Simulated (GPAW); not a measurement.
Consider Na (C2/m).

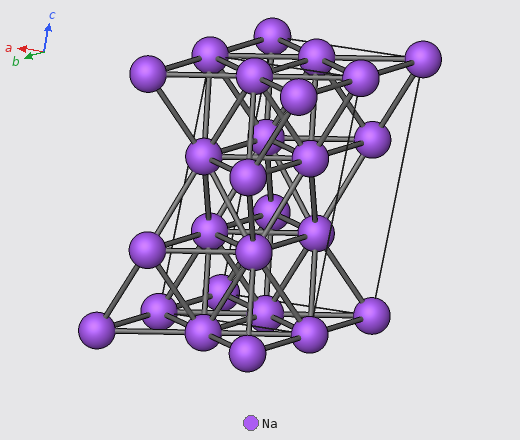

The structure (sodium purple). 1×2×1 conventional cells are drawn. Some periodic images of atoms are drawn too.

```cif
data_structure
_symmetry_space_group_name_H-M 'P 1'
_symmetry_Int_Tables_number 1
_cell_length_a 3.6967
_cell_length_b 3.6967
_cell_length_c 9.6140
_cell_angle_alpha 101.279
_cell_angle_beta 101.279
_cell_angle_gamma 60.294
_cell_volume 111.16
loop_
_atom_site_label
_atom_site_type_symbol
_atom_site_fract_x
_atom_site_fract_y
_atom_site_fract_z
_atom_site_occupancy
Na1 Na 0.77758 0.77758 0.33332 1
Na2 Na 0.22242 0.22242 0.66668 1
Na3 Na 0.00000 0.00000 0.00000 1
```

Absorber: atom 3, with 4 Na at 3.70 Å, 2 Na at 3.71 Å and 6 Na at 3.78 Å (distorted cuboctahedral, site symmetry 2/m). Method: GPAW, LDA, excited-electron core hole (neutral cell), 12-atom cell with 7.4 Å between holes, 5×5×4 k points, dipole transitions, Gaussian full width 0.9 eV up to 4 eV, rising linearly to 3.5 eV at 25 eV.

This is not the structure that Na takes at ambient pressure and room temperature (bcc); it is a model or a phase of other conditions.

**Question.** Predict the near-edge structure at the Na K edge.

Main maxima up to 24 eV above the zero (height): 0.8 eV (1.14), 2.0 eV (1.23), 5.1 eV (1.15), 7.3 eV (1.38) and 11.7 eV (1.24). A K edge sees empty p states on the absorber. The total-energy difference is 1075.78 eV. One term is added: -11.92 eV, since the hole is spin-paired here and a spin-polarised one costs that much less in the free atom (computed apart). The photon energy is then 1063.86 eV. The tabulated edge of the element is 1070.8 eV. The functional leaves an error in such absolute values: in the free atom LDA prices this hole 5.9 eV below PBE (computed apart), and PBE is itself good to a few eV.

The Na K spectrum (energy from the lowest empty level; intensity scaled to a mean of 1 over the first 20 eV; polarised curves are means over the symmetry-equivalent atoms):

```tsv
E (eV)	isotropic	ε ∥ x	ε ∥ z
-2.0	0.00	0.00	0.00
-0.5	0.08	0.08	0.08
1.0	1.12	1.16	1.06
2.5	1.11	1.09	1.16
4.0	1.12	1.07	1.23
5.5	1.12	1.15	1.05
7.0	1.35	1.41	1.23
8.5	1.15	1.05	1.36
10.0	1.17	1.16	1.18
11.5	1.24	1.27	1.17
13.0	1.08	1.12	1.03
14.5	0.94	0.98	0.86
16.0	0.76	0.76	0.77
17.5	0.60	0.59	0.63
19.0	0.48	0.47	0.49
20.5	0.50	0.49	0.50
22.0	0.65	0.64	0.67
23.5	0.78	0.77	0.80
25.0	0.79	0.79	0.80
26.5	0.77	0.75	0.80
28.0	0.71	0.67	0.77
29.5	0.63	0.60	0.67
31.0	0.57	0.58	0.54
```

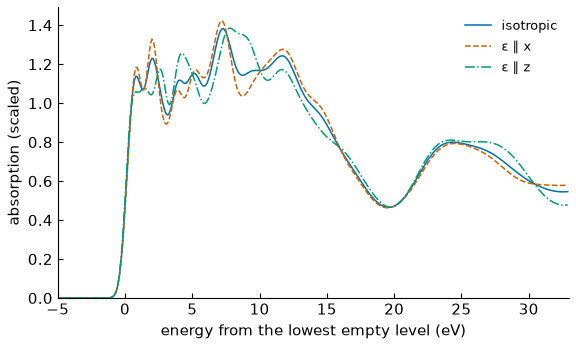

The Na K edge.

The crystal has 2 inequivalent Na sites and not all are shown here, while a measurement adds them all. The structure is a computed Materials Project entry and may be a hypothetical form.

[Banner, clock and machine lines of the logs are left out without a mark of their own.]

[Logs are printed without paths, hosts, clocks, repeated set-up lines and the standing remarks that a program may print on its own settings, such as how far it seeks lower states.]

[Hosts, paths, dates, database ids (printed as entryN), source tags and the programs' standing remarks are cut or masked in the printed files.]

[Lists of maxima count a maximum above −3 eV only where it reaches 4 % of the highest in the window and stands out from its surroundings by 2 % of it (1.5 % where it reaches 55 %); shoulders and weaker maxima are passed over, and of the rest the first, up to two pre-edge ones and the few strongest are named.]
